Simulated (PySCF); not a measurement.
## Electronic structure of C4H15NOSi3 in real space

```yaml
atoms:
  - { symbol: C, position_ang: [3.1772, 0.8529, -0.2107] }
  - { symbol: O, position_ang: [2.2267, -0.0417, 0.2898] }
  - { symbol: C, position_ang: [0.8972, 0.1626, -0.2178] }
  - { symbol: Si, position_ang: [0.0577, 1.7087, 0.5178] }
  - { symbol: C, position_ang: [-1.7691, 1.6812, 0.0073] }
  - { symbol: Si, position_ang: [-2.7201, 0.1216, 0.5255] }
  - { symbol: C, position_ang: [-1.8394, -1.3983, -0.1882] }
  - { symbol: Si, position_ang: [0.0137, -1.4737, 0.2157] }
  - { symbol: N, position_ang: [0.7280, -2.6513, -0.8288] }
  - { symbol: H, position_ang: [3.2202, 0.8133, -1.3082] }
  - { symbol: H, position_ang: [4.1412, 0.5506, 0.1981] }
  - { symbol: H, position_ang: [2.9626, 1.8842, 0.0918] }
  - { symbol: H, position_ang: [0.9602, 0.2552, -1.3121] }
  - { symbol: H, position_ang: [0.2171, 1.6849, 1.9761] }
  - { symbol: H, position_ang: [0.6604, 2.9597, 0.0123] }
  - { symbol: H, position_ang: [-2.2588, 2.5589, 0.4241] }
  - { symbol: H, position_ang: [-1.8344, 1.7884, -1.0753] }
  - { symbol: H, position_ang: [-4.1012, 0.1906, 0.0113] }
  - { symbol: H, position_ang: [-2.7885, 0.0388, 1.9914] }
  - { symbol: H, position_ang: [-2.3175, -2.3006, 0.1867] }
  - { symbol: H, position_ang: [-1.9723, -1.4160, -1.2688] }
  - { symbol: H, position_ang: [0.1967, -1.7034, 1.6594] }
  - { symbol: H, position_ang: [0.3970, -3.6021, -0.7911] }
  - { symbol: H, position_ang: [1.7335, -2.6447, -0.8987] }
```

Geometry: GFN2-xTB.

Theory: PBE0/pcSseg-1, SCF density, gas phase, non-relativistic in PySCF 2.14.0.

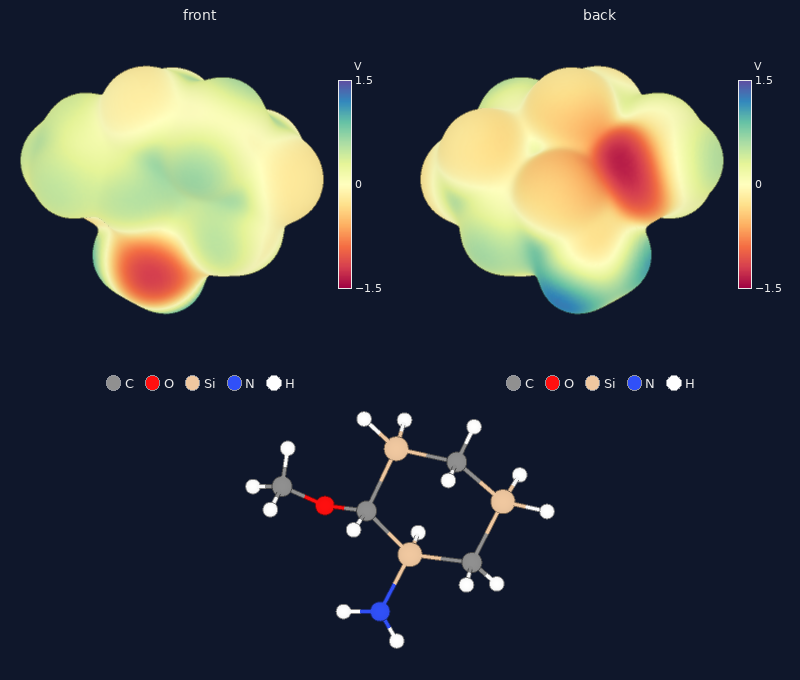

Figure 1. The molecular electrostatic potential painted on the density surface at 0.001 e/bohr³, seen from the front and from behind; red is negative and blue positive. The bare structure is drawn below in the same view.

Where is the surface potential most negative and most positive?

Answer. The most negative region (about −1.3 V, or −30 kcal/mol for a unit charge) lies over O2, the most positive (about +1.2 V, or +28 kcal/mol for a unit charge) over H23. O2 is the likeliest acceptor of a hydrogen bond.

How polar is the molecule by this calculation?

Answer. Its dipole moment is 1.43 D.

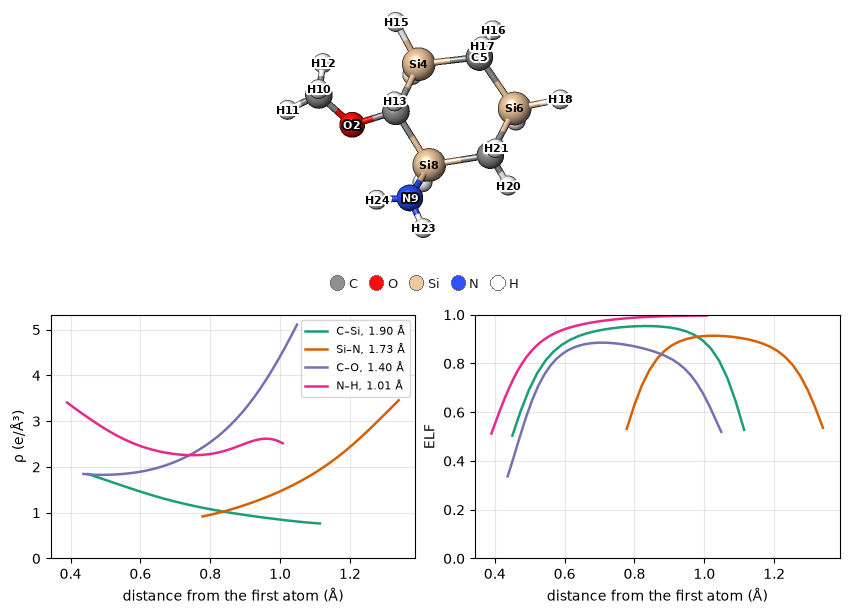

Figure 2. Total electron density and ELF along straight lines between neighbouring atoms. The curves leave out the atomic cores. The structure is drawn too.

What can be read from the curves?

Answer. C–Si (1.90 Å): ρ at the midpoint is about 0.9 e/Å³; the ELF peaks at about 0.95 between the atoms, as expected for localised, covalent bonding.
Si–N (1.73 Å): the density is about 1.1 e/Å³ at the midpoint; the ELF peaks at about 0.90 between the atoms, as expected for a shared but strongly polarised pair.
C–O (1.40 Å): ρ is about 2.1 e/Å³ halfway, with its minimum of 1.8 e/Å³ about 0.5 Å from C; the ELF peaks at about 0.90 between the atoms, as expected for a polar covalent bond.
N–H (1.01 Å): ρ is about 2.8 e/Å³ halfway; the ELF climbs to about 1 towards the hydrogen, as it does in any bond to H (a covalent bond by its length).
